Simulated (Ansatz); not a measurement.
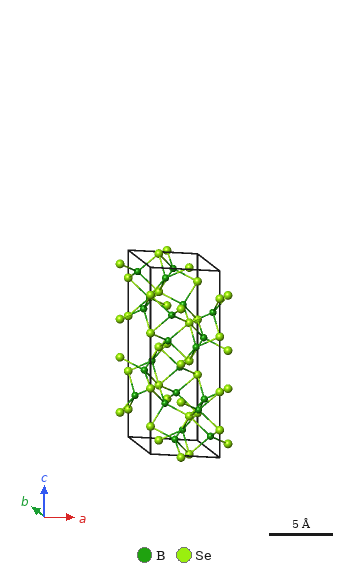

This is the input geometry for a relaxation of solid B3Se2 (built on the corundum_167 type) (coarse preliminary run). Style: ball-and-stick. Shown: the conventional cell (3 times the calculation's cell), slightly off an axis. Lengths and directions refer to the drawn axes.

Case: anti-corundum type (R-3c, No. 167).

The calculation used Ansatz 0.2.0, DFT PBE, scalar-relativistic, plane waves, PAW.

Input file:
```yaml
crystal:
  lattice:
    - [2.8498624194, 1.645368835, 5.1871775688]
    - [-2.8498624194, 1.645368835, 5.1871775688]
    - [0.0, -3.29073767, 5.1871775688]
  atoms:
    - { symbol: B, position: [0.05625, 0.44375, 0.75] }
    - { symbol: B, position: [0.75, 0.05625, 0.44375] }
    - { symbol: B, position: [0.44375, 0.75, 0.05625] }
    - { symbol: B, position: [0.94375, 0.55625, 0.25] }
    - { symbol: B, position: [0.25, 0.94375, 0.55625] }
    - { symbol: B, position: [0.55625, 0.25, 0.94375] }
    - { symbol: Se, position: [0.85218, 0.85218, 0.85218] }
    - { symbol: Se, position: [0.64782, 0.64782, 0.64782] }
    - { symbol: Se, position: [0.14782, 0.14782, 0.14782] }
    - { symbol: Se, position: [0.35218, 0.35218, 0.35218] }
basis:
  ecutwfc: 420
kpoints:
  mp_grid: { grid: [6, 6, 6] }
hamiltonian:
  xc: pbe
scf:
  occupations: { method: gaussian, width: 0.1 }
  lower_state_search: "off"
output:
  forces: true
  stress: true
  eigenvalues: true
relax:
  adjacent_minimum: "off"
  f_tol: 0.04
  max_steps: 70
  cell: { stress_tol: 0.4 }
```

Launched with:
```bash
ansatz run input.yaml --threads 1 --pin off --max-ram 2560MiB --backend cpu --events-out ev --progress --plain --runs-dir out
```

### Predict the outcome.

The largest moves relative to the cell, 0.95 Å, are those of Se7, Se8, Se9 and Se10. Se7 goes along +c. Largest moves by element: Se 0.95 Å, B 0.33 Å. The volume changes by +23.4 %, with a = b 5.700 → 4.324 Å (−24.1 %), c 15.562 → 33.352 Å (+114.3 %). Among the contacts that change: Se7–Se8 3.180 → 8.720 Å, B1–Se7 2.361 → 4.471 Å, B1–B2 3.023 → 1.716 Å, Se7–Se9 3.343 → 4.028 Å. Bonds break: B1–Se7 (2.36 → 4.47 Å), B1–Se8 (2.36 → 4.47 Å), B2–Se7 (2.36 → 4.47 Å), B2–Se8 (2.36 → 4.47 Å). Among the angles between lasting bonds that change: B1–Se10–B2 101.2° → 90.4°, Se9–B3–Se10 120.4° → 111.8°. The space group stays R-3c (No. 167). The energy falls by 8.006 eV per cell of the calculation in 31 accepted moves (35 points after the start). Largest force component: 0.35 eV/Å at the start, 0.0021 eV/Å at the end. Pressure: −5.13 GPa at the start and 0.04 GPa at the end. At 4 points the geometry stayed and the basis and grid were re-selected for the new cell (energy shift of 0.569 eV per cell of the calculation at most each time). Cost: 9 min on 1 thread of Intel(R) Xeon(R) Platinum 8488C (Sapphire Rapids) (shared host), peak memory 0.94 GiB.

Final geometry:

```xyz
10
Lattice="2.1621 1.2483 11.1173 -2.1621 1.2483 11.1173 0.0000 -2.4965 11.1173" Properties=species:S:1:pos:R:3 pbc="T T T"
B     0.9905    0.0000   25.0138
B    -0.4952    0.8578   25.0138
B    -0.4952   -0.8578   25.0138
B    -0.9905    0.0000    8.3379
B     0.4952   -0.8578    8.3379
B     0.4952    0.8578    8.3379
Se    0.0000    0.0000   29.3737
Se    0.0000    0.0000   20.6539
Se    0.0000    0.0000    3.9781
Se    0.0000    0.0000   12.6978
```

After the run, drawn alike:

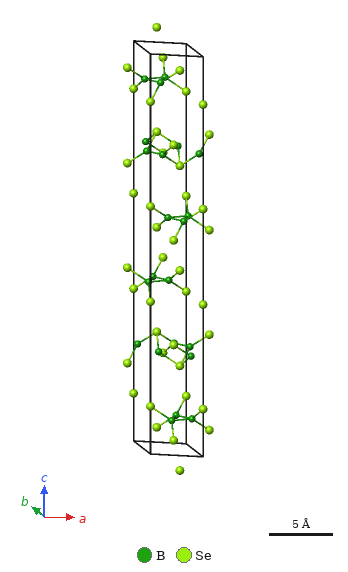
